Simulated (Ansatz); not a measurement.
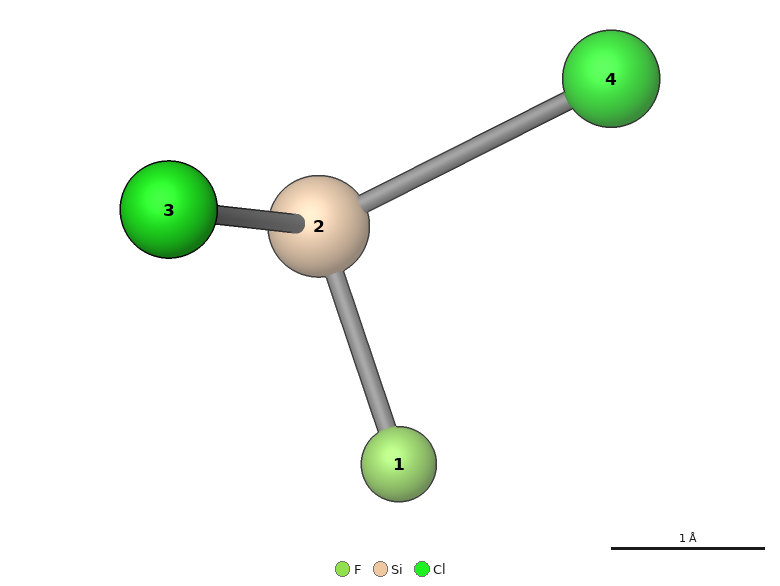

Source: calculation with Ansatz.

Orthographic view. Depth is shown by fading: the farther an atom, the more it takes the colour of the background. State: charge −1, singlet. Geometry: moved along internal coordinates away from the minimum.

Give the distance matrix in Å.

| atom | F1 | Si2 | Cl3 | Cl4 |
| --- | --- | --- | --- | --- |
| F1 | 0.00 |  |  |  |
| Si2 | 1.65 | 0.00 |  |  |
| Cl3 | 2.91 | 2.21 | 0.00 |  |
| Cl4 | 2.92 | 2.22 | 3.34 | 0.00 |
